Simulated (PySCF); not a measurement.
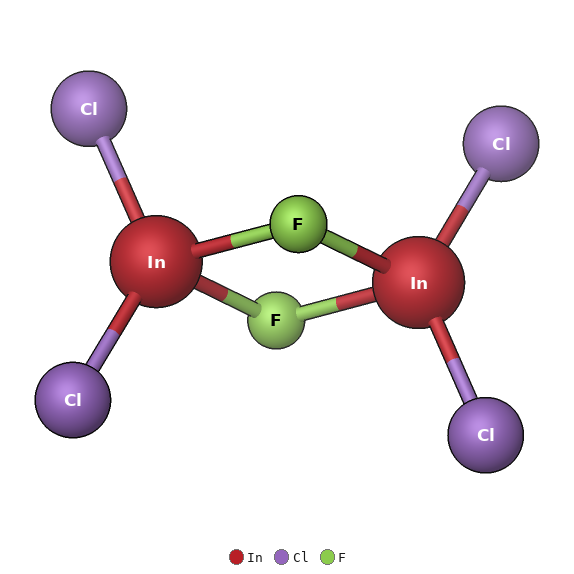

Rendered structure (ball-and-stick style). Every bond is drawn as one stick, whatever its order.

Computed geometry: PBE0-D3(BJ)/def2-SVP optimisation. No frequency run is at hand to confirm it as a minimum.

What is the molecular formula?

Answer. In2Cl4F2, 8 atoms: 2 indium, 4 chlorine and 2 fluorine.

Count the bonded pairs by element.

Answer. 4 Cl–In, 4 F–In. Sticks follow a distance rule.
